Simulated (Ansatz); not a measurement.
# Nudged elastic band of C$_{2}$H$_{4}$BIn (part 2 of 2)

C$_{2}$H$_{4}$BIn; RKS B3LYP-D4/def2-mTZVP (Ansatz 0.2.0). The run did not end well. It belongs to a series of runs on one base structure; here: band between the two ends.

Geometry of the input (Å):
```
B  -0.3870  0.9828  -0.3403
C  0.6498  -0.0750  0.1739
C  1.3225  -1.0149  0.5722
In -1.3853  -1.7582  0.1130
H  -0.5933  1.8445  0.4739
H  -0.1237  1.3718  -1.4478
H  2.0281  -1.7312  0.9226
H  -1.5111  0.3803  -0.4674
```

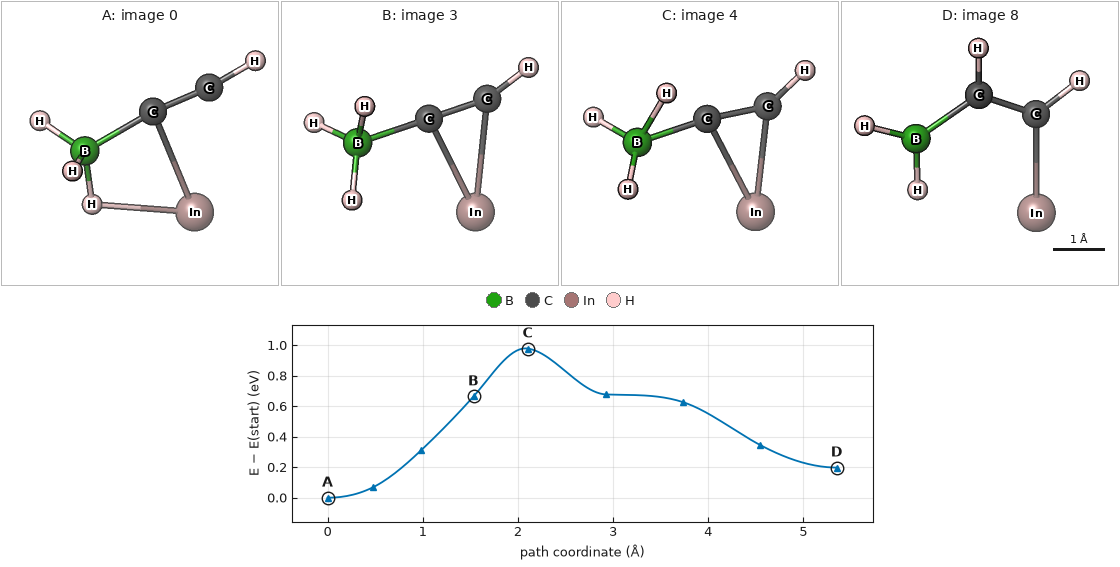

**Figure 1.** Images of the last band (counted from 0; ball-and-stick, seen at a tilt) above the energy along the path; the line is a cubic interpolation that uses the forces. The highest image is number 4, 0.978 eV above the start and 0.781 eV above the end (the climbing image); the end lies 0.197 eV above the start. The path is 5.35 Å long. The band had not converged after 60 iterations.

```
Unfinished report: {"positions_ang":[[-0.6133383731591541,0.8931377050092262,-0.5066837784557925],[0.30068808891142695,-0.07685438511887414,0.14325931322291627],[0.9759087071566392,-1.0673863494465843,0.596049309675259],[-0.8577887347520882,-2.321099050979805,-0.300831783284055],[0.34917048097025793,1.2861475154582303,0.389204210309064],[-0.30819221192204754,1.3148899380767254,-1.5785518597793355],[1.8212453997043063,-1.1599100202059824,1.2610128899312616],[-1.6677033669093415,1.1310736472070644,-0.003457301619316344]],"unchecked":["starts","cluster_reference","orbital_swaps","neighbouring_geometries","increment"],"mean_field":{"relativity":"none","state":{"energy":{"ev":-7990.156024472304,"hartree":-293.6328179770834},"converged":true,"gradient_ev":0.00007315976446016784,"stability":{"kind":"minimum","curvature_ev":24.742842152477806},"curvature_floor_ev":0.00030000000000000003,"spin_squared":1.0658141036401503e-14},"others":[],"fillings":{"estimated":0,"unestimated":0,"tried":0,"untried":0,"excluded_magnetic_sites":0},"n_dropped_functions":0,"n_trapped_functions":0,"passes":{"evaluations":2,"products":19},"factors":{"origin":"Cholesky decomposition","count":1175,"bound_ev":0.0006645222325100074},"gradient_stop_ev":0.00009,"reference_kind":"stationary","functional":{"name":"B3LYP","citations":["Stephens, Devlin, Chabalowski & Frisch, J. Phys. Chem. 98, 11623 (1994) doi:10.1021/j100096a001","Becke, Phys. Rev. A 38, 3098 (1988) doi:10.1103/PhysRevA.38.3098","Lee, Yang & Parr, Phys. Rev. B 37, 785 (1988) doi:10.1103/PhysRevB.37.785","Vosko, Wilk & Nusair, Can. J. Phys. 58, 1200 (1980) doi:10.1139/p80-159"],"text":"name \"B3LYP\"\ncite \"Stephens, Devlin, Chabalowski & Frisch, J. Phys. Chem. 98, 11623 (1994) doi:10.1021/j100096a001\"\ncite \"Becke, Phys. Rev. A 38, 3098 (1988) doi:10.1103/PhysRevA.38.3098\"\ncite \"Lee, Yang & Parr, Phys. Rev. B 37, 785 (1988) doi:10.1103/PhysRevB.37.785\"\ncite \"Vosko, Wilk & Nusair, Can. J. Phys. 58, 1200 (1980) doi:10.1139/p80-159\"\nparameter a0 = 0.2\nparameter ax = 0.72\nparameter ac = 0.81\nexchange = (1 - a0 - ax)*slater_x + ax*b88_x + a0*exact_x\ncorrelation = (1 - ac)*vwn_rpa_c + ac*lyp_c\n","parameters":{"a0":{"value":0.2,"default":0.2},"ac":{"value":0.81,"default":0.81},"ax":{"value":0.72,"default":0.72}},"final_grid":{"core_spheres":13.0,"valence_spheres":11.0,"degree":36.0},"final_grid_parameter_source":"default","radial_points_factor":1.0,"radial_grid_error_ev":6.729326096032238e-7,"grid_sensitivity":"normal","grid_sensitivity_ratio":0.0013437628806248659},"unsmoothed_excess_ev":-0.000264171324425116,"symmetry":{"irreps":["A"],"axes":[[0.9997852370720658,0.007708465174322306,0.01923692536269015],[-0.007669995881712051,0.999968436949728,-0.002072743952449529],[-0.01925229586122059,0.0019247516655808072,0.9998128046965081]],"occupied":[{"A":21},{"A":21}]},"held":{"pivots":1175,"left_out":0,"joined":0},"density_repulsion":{"missed_ev":9.628210933640466e-6,"excess_ev":0.0,"most_excess_ev":0.0001134,"are_drawn_again":false,"n_first_factors":1175,"energy_change_ev":0.0,"n_dropped_ends":0}},"factors":{"origin":"Cholesky decomposition","count":1175,"bound_ev":0.0006645222325100074},"n_frozen":0,"n_occupied":[21,21],"n_virtual":[84,84],"reference":{"ev":-7990.156024472304,"hartree":-293.6328179770834},"dispersion":{"energy":{"ev":-0.30530022442813304,"hartree":-0.011219576307809235},"switches_in_reach":[]},"total":{"ev":-7990.461324696732,"hartree":-293.6440375533912},"forces_ev_per_angstrom":[[0.019498990565323053,0.03933725799551491,0.018787624800429076],[-0.03834600091769131,-0.025659011779868776,-0.02296760464271863],[-0.062144559208241856,-0.003679961145930506,0.011940843385298135],[0.08439311291097301,-0.17241645645239778,-0.03033400303912351],[0.10532695246248491,0.020071277512251646,-0.01903958889153922],[-0.05221695916018141,0.01355385422038748,-0.020287313256168487],[-0.07327914588681839,0.04616583216877598,0.010756786499949506],[0.01676760923074215,0.08262720748187304,0.051143255142306415]],"charge_distribution":{"dipole_moment_e_ang":[0.03905750447670215,-0.5786389749455269,0.16809387019735428],"mulliken_charges_e":[-0.3113870874605231,-0.1421571674645561,-0.44216361989736885,0.5037175555134716,0.1251389367609822,0.03458445532024157,0.1978814828090113,0.03438544441876756],"lowdin_charges_e":[-0.37497310915503146,-0.2039671388666342,-0.2791724523065655,0.3757568163339151,0.16980885356557096,0.0708079122880233,0.165686784784275,0.0760523333564429]},"n_threads":2,"memory_gib":2.556818182580173,"seconds":{"hamiltonian":0.986584708,"orbitals":0.0,"second_order":0.0,"solver_start":0.0,"cycles":0.0,"cycle":0.0,"perturbative":0.0,"full_ci_increment":0.0,"forces":0.0}}
this run last wrote the band of iteration 60 to [file]
Error: NEB band did not converge after 60 iterations: max|band force component| = 1.67e-1 eV/Å (threshold 3.0e-2); raise `neb.max_iterations` in a new run, which can start from the last band evaluated (`neb.initial_path`, with `crystal.atoms` and `neb.final_atoms` set to its first and last images), add images, or start from endpoints closer to local minima. Where this run's directory can be resumed (`checkpoint.write`), a resume goes on for up to `neb.max_iterations` more; to start a new run from the last band, take its images' positions from the `neb_iteration` event of iteration 60 (`data.images[].positions_ang`), in the event stream of the run that computed that iteration (not this run's, if it was resumed behind it). With `checkpoint.write`, `steps/00-neb/state/checkpoint.json` in the run directory holds the last saved band, under `neb.evaluated.images[].positions_ang` (a band under a hybrid functional on support functions is neither saved nor resumed: `neb.initial_path` says where its path is): check the last entry of `neb.iterations` there, which is earlier than 60 if that iteration was not saved or its write failed. If the band's step has no `state` directory and holds `state.next`, a write was cut short, and the file is under `state.next` instead (behind a loss of power it can be under `state.prev`)
this run wrote the band of iteration 60 to [file] as well, whether or not its events were kept: a new run's `neb.initial_path` can list its `images[].positions_ang`
a run's events are kept only if it was started with --events-out <file>, and are in that file
```

The last band as extended XYZ (Å, eV, eV/Å):
```
8
Properties=species:S:1:pos:R:3:forces:R:3 image=0 energy=-7991.43935
B    -0.3870    0.9828   -0.3403   -0.0072  -0.0116   0.0053
C     0.6498   -0.0750    0.1739    0.0137  -0.0126   0.0075
C     1.3225   -1.0149    0.5722   -0.0076   0.0200  -0.0060
In   -1.3853   -1.7582    0.1130   -0.0033  -0.0107   0.0009
H    -0.5933    1.8445    0.4739    0.0025   0.0040  -0.0003
H    -0.1237    1.3718   -1.4478    0.0021   0.0037  -0.0050
H     2.0281   -1.7312    0.9226   -0.0050  -0.0002  -0.0019
H    -1.5111    0.3803   -0.4674    0.0047   0.0073  -0.0006
8
Properties=species:S:1:pos:R:3:forces:R:3 image=1 energy=-7991.37250
B    -0.4144    0.9595   -0.3649    0.0400   0.0173   0.0395
C     0.6011   -0.1361    0.1039    0.0895   0.0525   0.0652
C     1.2986   -1.0178    0.5819    0.0624   0.0120   0.0266
In   -1.3154   -1.8368   -0.0861   -0.0868   0.1592  -0.0022
H    -0.3562    1.8227    0.4744   -0.1818   0.1269  -0.0405
H    -0.2376    1.3365   -1.4945    0.0077  -0.0644   0.0032
H     2.0155   -1.6282    1.0762    0.0235  -0.1382  -0.0741
H    -1.5916    0.5002   -0.2910    0.0454  -0.1653  -0.0177
8
Properties=species:S:1:pos:R:3:forces:R:3 image=2 energy=-7991.12929
B    -0.4607    0.9548   -0.3819    0.0867   0.0315   0.0660
C     0.4988   -0.1791    0.0902    0.1508   0.0053   0.0423
C     1.2197   -1.0307    0.5945    0.1317   0.0258   0.0548
In   -1.1808   -2.0201   -0.2365   -0.1662   0.2235  -0.0165
H    -0.1087    1.7834    0.4307   -0.2874   0.3347  -0.0629
H    -0.2971    1.2953   -1.5258   -0.0116  -0.0912   0.0011
H     1.9761   -1.5099    1.1665    0.0584  -0.2627  -0.0465
H    -1.6472    0.7063   -0.1378    0.0376  -0.2668  -0.0384
8
Properties=species:S:1:pos:R:3:forces:R:3 image=3 energy=-7990.77550
B    -0.5156    0.9528   -0.4152    0.2019   0.1165   0.1519
C     0.3754   -0.1833    0.1003    0.1190  -0.2263  -0.0124
C     1.0983   -1.0555    0.5961    0.0957   0.0505   0.0415
In   -1.0158   -2.2383   -0.3077   -0.1489  -0.0389  -0.0575
H     0.1361    1.6278    0.3899   -0.2932   0.6288  -0.1117
H    -0.3174    1.2916   -1.5509   -0.0348  -0.0869  -0.0115
H     1.9065   -1.3476    1.2272    0.0452  -0.2710   0.0042
H    -1.6676    0.9525   -0.0396    0.0151  -0.1726  -0.0047
8
Properties=species:S:1:pos:R:3:forces:R:3 image=4 energy=-7990.46106
B    -0.6133    0.8931   -0.5067    0.0195   0.0393   0.0188
C     0.3007   -0.0769    0.1433   -0.0383  -0.0257  -0.0230
C     0.9759   -1.0674    0.5960   -0.0621  -0.0037   0.0119
In   -0.8578   -2.3211   -0.3008    0.0844  -0.1724  -0.0303
H     0.3492    1.2861    0.3892    0.1053   0.0201  -0.0190
H    -0.3082    1.3149   -1.5786   -0.0522   0.0136  -0.0203
H     1.8212   -1.1599    1.2610   -0.0733   0.0462   0.0108
H    -1.6677    1.1311   -0.0035    0.0168   0.0826   0.0511
8
Properties=species:S:1:pos:R:3:forces:R:3 image=5 energy=-7990.76248
B    -0.7371    0.8249   -0.6094   -0.0495   0.0399  -0.0392
C     0.3657    0.2000    0.2673    0.0074   0.0449  -0.0102
C     0.8253   -1.0159    0.6068   -0.0824  -0.0262   0.0223
In   -0.7927   -2.3074   -0.2595    0.0896  -0.1173  -0.0111
H     0.9055    1.0944    0.6512    0.0915   0.0199  -0.0680
H    -0.4358    1.2362   -1.6893   -0.0268   0.0432   0.0235
H     1.7065   -1.0894    1.2419   -0.0582  -0.0191   0.0443
H    -1.8375    1.0572   -0.2091    0.0284   0.0147   0.0384
8
Properties=species:S:1:pos:R:3:forces:R:3 image=6 energy=-7990.81344
B    -0.7246    0.8221   -0.6265   -0.0126   0.0401  -0.0264
C     0.3853    0.2828    0.2978    0.0030   0.0228  -0.0190
C     0.8240   -0.9662    0.5691   -0.0291  -0.0092  -0.0213
In   -0.7563   -2.3408   -0.2764    0.0944  -0.1157  -0.0425
H     0.8738    1.1257    0.8165    0.0133   0.0274   0.0476
H    -0.6838    0.6465   -1.8079   -0.1026  -0.0852  -0.0089
H     1.6863   -1.0743    1.2287   -0.0551  -0.0033   0.0352
H    -1.6047    1.5041   -0.2013    0.0887   0.1231   0.0353
8
Properties=species:S:1:pos:R:3:forces:R:3 image=7 energy=-7991.09375
B    -0.7070    0.8361   -0.5917   -0.0147   0.0315   0.0052
C     0.4524    0.4157    0.3083    0.0155   0.0518  -0.0066
C     0.7898   -0.8906    0.4824   -0.0398   0.0128  -0.0356
In   -0.7354   -2.4114   -0.3390    0.1092  -0.1057  -0.0990
H     0.9706    1.1844    0.8885    0.0403   0.0327   0.0486
H    -1.0151    0.1449   -1.5251   -0.1455  -0.1380   0.1211
H     1.5996   -1.0982    1.1919   -0.0723  -0.0126   0.0257
H    -1.3549    1.8190   -0.4153    0.1074   0.1277  -0.0595
8
Properties=species:S:1:pos:R:3:forces:R:3 image=8 energy=-7991.24188
B    -0.7404    0.8518   -0.5430    0.0023  -0.0054   0.0020
C     0.4190    0.4387    0.3545   -0.0066   0.0067  -0.0024
C     0.7212   -0.8764    0.5301   -0.0002  -0.0007  -0.0018
In   -0.5232   -2.4842   -0.5717    0.0023  -0.0005   0.0031
H     1.0102    1.2027    0.8691   -0.0012  -0.0057   0.0015
H    -1.3727   -0.0086   -1.1047   -0.0012   0.0037  -0.0003
H     1.5615   -1.1032    1.1971    0.0033  -0.0009  -0.0002
H    -1.0756    1.9791   -0.7314    0.0014   0.0029  -0.0019
```

What the run reported:

| quantity | value |
| --- | --- |
| outcome | not converged |
| barrier, forward (band not converged) | 0.978 eV |
| barrier, backward | 0.781 eV |
| hardware | 2 threads of AMD EPYC (Zen 5), 16 GiB of memory available, shared host |
| wall time | 7.6 min (CPU time 15 min) |
| peak memory | 0.26 GiB |

Diagnosis:

The run did not converge: “NEB band did not converge after 60 iterations: max|band force component| = 1.67e-1 eV/Å (threshold 3.0e-2); raise `neb.max_iterations` in a new run, which can start from the last band evaluated (`neb.initial_path`, with `crystal.atoms` and `neb.final_atoms` set to its first and last images), add images, or start from endpoints closer to local minima …” Its last values are not results.
